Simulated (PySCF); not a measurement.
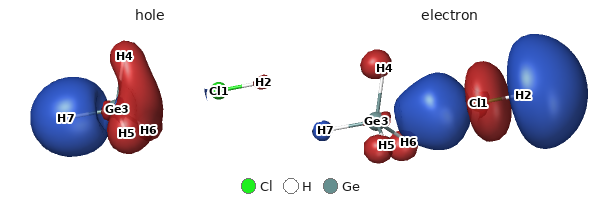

Figure 1: ClGeH$_{5}$, SMILES `Cl.[GeH4]`. Leading natural transition orbital pair of S₃ (TDA singlet states); the surfaces enclose about 70 % of each orbital's density.

Level of theory: B3LYP/def2-SVP (PySCF), at a geometry from GFN2-xTB. The pair's geometry is semi-empirical, so its contact may be too short or too long. GFN2-xTB bond lengths at metals and heavier atoms can be off by up to 0.1 Å and shapes distorted, which carries into these values. Without diffuse functions Rydberg states are missing, so the states' numbers hold for this basis only.

Geometry (Å), atoms numbered from 1:

```
Cl1      1.9562   -0.0017    0.0001
H2       3.2354    0.0197    0.0006
Ge3     -1.0111    0.0004   -0.0002
H4      -0.5459    1.0102    0.9869
H5      -0.5467   -1.3599    0.3811
H6      -0.5459    0.3498   -1.3685
H7      -2.4968   -0.0018    0.0043
```

Question: Characterise the state.

Answer: 8.65 eV (143 nm), f = 0.325 (bright), charge transfer, whose energy this functional puts too low; the leading pair carries 99 %; hole on Ge3 (41 %), H7 (37 %) and H4 and H5 (6 % each), electron on H2 (46 %), Cl1 (36 %) and Ge3 (9 %); their centroids lie 3.9 Å apart; S₄ and S₅ lie within 0.1 eV of it. In canonical orbitals it is mainly HOMO−2 → LUMO (97 %). The HOMO–LUMO gap is 8.74 eV.

The PySCF run took 69 s on 1 thread of Intel(R) Xeon(R) Processor @ 2.50GHz (Skylake/Cascade Lake) (shared host), peak memory 0.44 GiB.
